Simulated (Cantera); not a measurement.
Feed: 1 mol TEOS, a varied amount of O3, 11 mol N2, held at 825 K and 9.70 Pa.

Equilibrium computed with Cantera from the NASA thermochemical tables; the gas is ideal and each condensed phase is pure. Candidate condensed phases: C, C6H6, C7H8, C8H18, H2O, Si, SiC, SiO2, Si2N2O, Si3N4; 151 gas species. The feed counts by its element totals alone. Equilibrium is a limit: real reactors are often held back by kinetics, nucleation or transport.

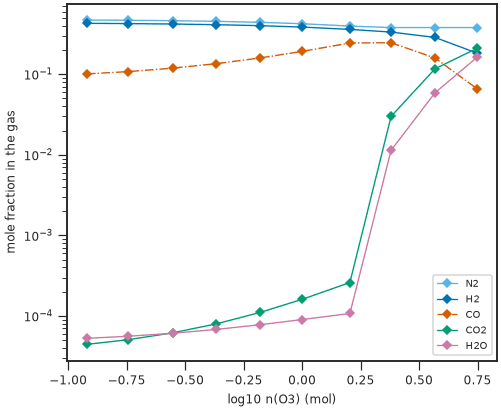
*Equilibrium gas composition (values under 1e-9 drawn at 1e-9)*

Problem. Read off the mole fractions at 2.4 mol O3.

Solution. N2 about 0.38, H2 about 0.33, CO about 0.25, CO2 about 0.030, H2O about 0.011.
